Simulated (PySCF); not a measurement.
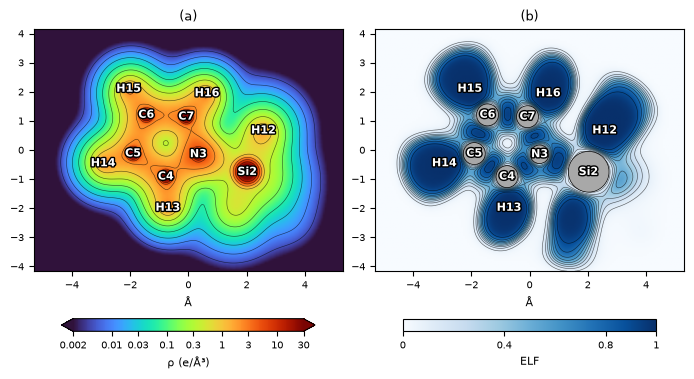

C₅H₉NSi (SMILES C[SiH2]N1C=C[CH][CH-]1) (charge −1, doublet). (a) total electron density; (b) electron localisation function on the plane of atoms Si2, N3 and C7. Grey discs cover the atomic cores in the ELF map.

Geometry: GFN2-xTB.

Method: PySCF 2.14.0, density-fitted response routines, UKS B3LYP, pcH-1 on C H N Si, non-relativistic, mean-field spin-orbit, GIAO.

Input

```
{"job": {"kind": "epr", "basis": "pcH-1"}, "charge": -1, "multiplicity": 2}
C      2.749861    -0.183843    -0.249330
Si     1.206898    -0.537965     0.844927
N     -0.444092    -0.093591     0.315499
C     -1.161514    -0.712445    -0.655067
C     -2.378487    -0.091757    -0.819786
C     -2.402353     0.974797     0.094144
C     -1.200344     0.940841     0.759651
H      2.478488     0.001406    -1.289872
H      3.317760     0.680197     0.092838
H      3.427113    -1.037075    -0.247407
H      1.034017    -1.982976     0.340695
H      1.325318     0.726944     1.695439
H     -0.767588    -1.575345    -1.161461
H     -3.152850    -0.366201    -1.519443
H     -3.200356     1.685966     0.242676
H     -0.839470     1.579992     1.545087
```

Launched as:

```sh
OMP_NUM_THREADS=1 python probes_run.py task.json out
```

> What does the map show?

The section cuts through Si, N, C and H sites.
C–N (1.36 Å): ρ at the midpoint is about 2.3 e/Å³; the ELF peaks at about 0.90 between the atoms (a covalent bond).
C–C (1.37 Å): the density is about 2.1 e/Å³ at the midpoint; the ELF peaks at about 0.95 between the atoms; a covalent bond.
Si–N (1.79 Å): ρ is about 0.94 e/Å³ halfway; the ELF peaks at about 0.95 between the atoms: a polar covalent bond.
C–H (1.08 Å): the density is about 2.1 e/Å³ at the midpoint; the ELF climbs to about 1 towards the hydrogen, as it does in any bond to H: a covalent bond by its length.
Si–H (1.53 Å): ρ at the midpoint is about 0.7 e/Å³; the ELF climbs to about 1 towards the hydrogen.
